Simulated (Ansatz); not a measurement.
Take Si in the diamond structure (space group Fd-3m, No. 227; a = 5.444 Å) as the base. Axes: x, y, z lie along the cube axes.

Perturbation: biaxial strain −0.42 %, plane normal [111], relaxed out of plane (Cartesian); in-plane vectors clamped, the third vector and the atoms free.

All numbers come from Ansatz (a quantum-chemistry and plane-wave program) r2SCAN, no spin-orbit coupling.

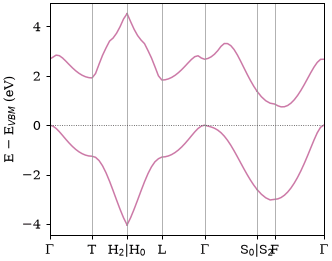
*Highest valence and lowest conduction band along the path of the changed cell's own zone*

Problem. Read the changed gap and its character from the plot.

Solution. About 0.7 eV, indirect, Γ → F–Γ (13 % along).

No phonon test of stability was made. Labels are those of the standard path for the cell's own space group.
